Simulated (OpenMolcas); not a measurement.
# Multiconfigurational calculation: Ho³⁺ complex (part 2 of 2)

Continued. System: Ho³⁺ with 6 ligands (I; trigonal antiprism, 3.03 Å), neutralised by 6 outer point charges of +0.5 e, whose field is part of the energies. Method: state-averaged CASSCF, active space 10 electrons in the shell 4f, basis ANO-RCC-VDZP on the metal and ANO-RCC-VDZP on the ligands, DKH2 scalar Hamiltonian, spin-orbit coupling by RASSI with atomic mean-field integrals (OpenMolcas).

**The program's output (extracts), continued**
```
--- RASSI ---
SPIN-FREE ENERGIES:
  (Shifted by EMIN (a.u.) =     -55271.3181398788)

 SF State       Relative EMIN(au)   Rel lowest level(eV)    D:o, cm**(-1)

     1             0.0000000000        0.0000000000              0.0000
     2             0.0001281720        0.0034877379             28.1305
     3             0.0001281720        0.0034877379             28.1305
     4             0.0002401827        0.0065357030             52.7140
     5             0.0002826226        0.0076905529             62.0285
     6             0.0002826226        0.0076905529             62.0285
     7             0.0005965567        0.0162331345            130.9291
     8             0.0006156355        0.0167522962            135.1164
     9             0.0006156355        0.0167522962            135.1164
    10             0.0006289320        0.0171141106            138.0346
    11             0.0006973910        0.0189769750            153.0596
    12             0.0007891489        0.0214738367            173.1982
    13             0.0007891489        0.0214738367            173.1982
    14             0.0806239832        2.1938903470          17694.9190
    15             0.0808750094        2.2007211188          17750.0129
    16             0.0809306386        2.2022348655          17762.2221
    17             0.0809306386        2.2022348655          17762.2221
    18             0.0810229927        2.2047479486          17782.4915
    19             0.0812656041        2.2113497407          17835.7385
    20             0.0812671442        2.2113916490          17836.0765
    21             0.0812671447        2.2113916627          17836.0766
    31             0.0963564986        2.6219939011          21147.8070
    32             0.0963564986        2.6219939011          21147.8070
    33             0.0963572438        2.6220141796          21147.9706
    34             0.0963578241        2.6220299688          21148.0979
    35             0.0963578241        2.6220299688          21148.0979
    36             0.0963591227        2.6220653066          21148.3829
    37             0.0963940333        2.6230152708          21156.0449
    38             0.0963940333        2.6230152708          21156.0449
    39             0.0964054337        2.6233254925          21158.5470
    40             0.0964080322        2.6233962001          21159.1173
    41             0.0964231661        2.6238080164          21162.4388
    42             0.0964231661        2.6238080164          21162.4388
    43             0.0964400122        2.6242664224          21166.1361
    44             0.0964400122        2.6242664224          21166.1361
    45             0.0964461666        2.6244338925          21167.4869
    46             0.1229564998        3.3458168079          26985.8325
    47             0.1229711437        3.3462152887          26989.0464
    48             0.1229711437        3.3462152887          26989.0464
    49             0.1230058922        3.3471608444          26996.6729
Eigenvalues of complex Hamiltonian:
   -----------------------------------
  (Shifted by EMIN (a.u.) =     -55271.3181398788)

 SO State       Relative EMIN(au)   Rel lowest level(eV)    D:o, cm**(-1)

     1            -0.0364872320        0.0000000000              0.0000
     2            -0.0364766078        0.0002890982              2.3317
     3            -0.0364766077        0.0002891024              2.3318
     4            -0.0364252658        0.0016861848             13.6000
     5            -0.0364252659        0.0016861827             13.6000
     6            -0.0363838308        0.0028136889             22.6939
     7            -0.0361444475        0.0093276420             75.2325
     8            -0.0361444473        0.0093276451             75.2325
     9            -0.0361082769        0.0103118927             83.1710
    10            -0.0361082769        0.0103118942             83.1710
    11            -0.0361011206        0.0105066268             84.7417
    12            -0.0360977314        0.0105988505             85.4855
    13            -0.0360446745        0.0120426019             97.1301
    14            -0.0360185781        0.0127527213            102.8576
    15            -0.0360185781        0.0127527217            102.8576
    16            -0.0359407953        0.0148693010            119.9290
    17            -0.0359407953        0.0148693008            119.9290
    18            -0.0128532625        0.6431130724           5187.0567
    19            -0.0128484400        0.6432443001           5188.1152
    20            -0.0128484398        0.6432443051           5188.1152
    21            -0.0128386021        0.6435120008           5190.2743
    22            -0.0128386020        0.6435120038           5190.2743
    23            -0.0128355480        0.6435951071           5190.9446
    24            -0.0127245583        0.6466152913           5215.3040
    25            -0.0127156759        0.6468569952           5217.2535
    26            -0.0127156757        0.6468569985           5217.2535
    27            -0.0126760033        0.6479365415           5225.9606
    28            -0.0126760033        0.6479365400           5225.9606
    29            -0.0125991378        0.6500281580           5242.8307
    30            -0.0125946876        0.6501492549           5243.8074
    31            -0.0125115040        0.6524127944           5262.0641
    32            -0.0125115040        0.6524127945           5262.0641
    33             0.0041868578        1.1067983683           8926.9309
    34             0.0041969004        1.1070716395           8929.1350
    35             0.0041969006        1.1070716448           8929.1350
    36             0.0042293842        1.1079555706           8936.2643
    37             0.0042293843        1.1079555727           8936.2644
    38             0.0042743546        1.1091792762           8946.1342
    39             0.0042905952        1.1096212045           8949.6986
    40             0.0043220586        1.1104773679           8956.6040
    41             0.0043220586        1.1104773675           8956.6040
Weights of the five most important spin-orbit-free states for each spin-orbit state.

 SO State  Total energy (au)           Spin-free states, spin, and weights
 -------------------------------------------------------------------------------------------------------
    1        -0.036487       1 2.0  0.2701    2 2.0  0.2222    3 2.0  0.2222    5 2.0  0.0985    6 2.0  0.0985
    2        -0.036477       2 2.0  0.2919    1 2.0  0.2583    4 2.0  0.1123    6 2.0  0.0983    5 2.0  0.0913
    3        -0.036477       3 2.0  0.2919    1 2.0  0.2583    4 2.0  0.1123    5 2.0  0.0983    6 2.0  0.0913
    4        -0.036425       6 2.0  0.2659    4 2.0  0.2116    1 2.0  0.1328    2 2.0  0.1232    3 2.0  0.1189
    5        -0.036425       5 2.0  0.2659    4 2.0  0.2116    1 2.0  0.1328    3 2.0  0.1232    2 2.0  0.1189
    6        -0.036384       4 2.0  0.2577    6 2.0  0.2354    5 2.0  0.2354    3 2.0  0.0956    2 2.0  0.0956
    7        -0.036144       8 2.0  0.1841    9 2.0  0.1738   12 2.0  0.1048    4 2.0  0.0860    5 2.0  0.0693
    8        -0.036144       9 2.0  0.1841    8 2.0  0.1738   13 2.0  0.1048    4 2.0  0.0860    6 2.0  0.0693
    9        -0.036108       8 2.0  0.1718    9 2.0  0.1449   11 2.0  0.1416    7 2.0  0.1338    5 2.0  0.0877
   10        -0.036108       9 2.0  0.1718    8 2.0  0.1449   11 2.0  0.1416    7 2.0  0.1338    6 2.0  0.0877
   11        -0.036101      13 2.0  0.1661   12 2.0  0.1661    9 2.0  0.1430    8 2.0  0.1430    2 2.0  0.0943
   12        -0.036098       9 2.0  0.2119    8 2.0  0.2119    7 2.0  0.2005   11 2.0  0.0979    3 2.0  0.0681
```

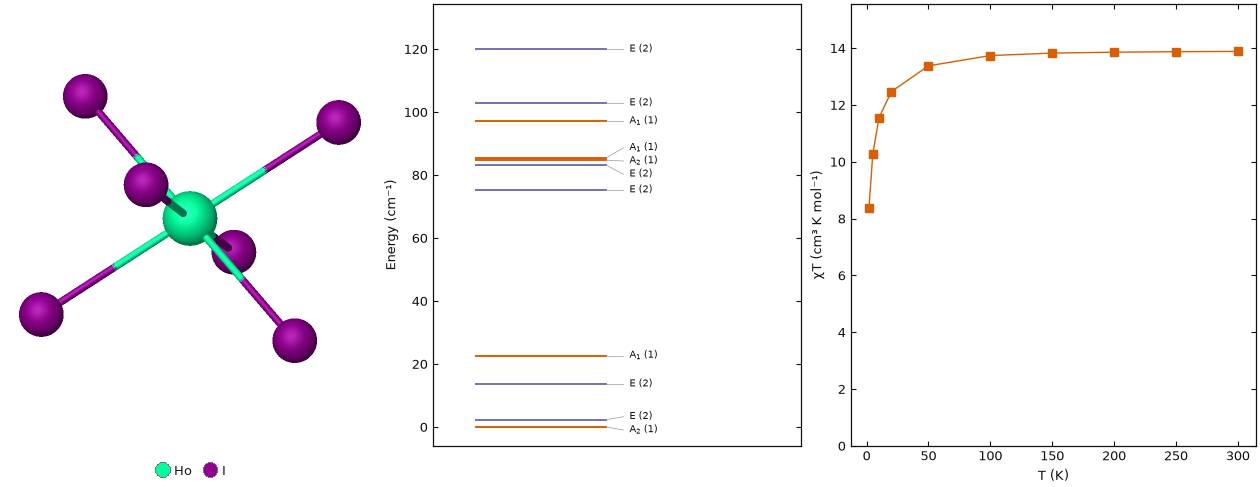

Figure 1. Ho³⁺ (4f¹⁰) with 6 ligands, I⁻, at 3.03 Å (arrangement: trigonal antiprism, D3d), axial distortion 1.09, neutralised by outer point charges of +0.5 e, and its levels and susceptibility. Labels give the representation in O, Td, D4 or D3 as the site allows (double group for half-integer spin) where it could be assigned and, in brackets, the degeneracy; spin-free states, where drawn, share the zero of the spin-orbit levels. Powder susceptibility by Van Vleck's formula. The ground level is A₂, non-degenerate, 94 % from states of spin multiplicity 5 (of the 210 states of multiplicity 3, 106 enter the spin-orbit step). The next level lies at 2.3 cm⁻¹ (E). The lowest J multiplet spreads over 120 cm⁻¹. χT is 8.39 cm³ K mol⁻¹ at 2 K and 13.9 at 300 K, an effective moment of 10.54 μB. The active orbitals hold 100 % metal character (Löwdin), and the Mulliken charge of the metal is +1.39.

Outcome of the run: converged.
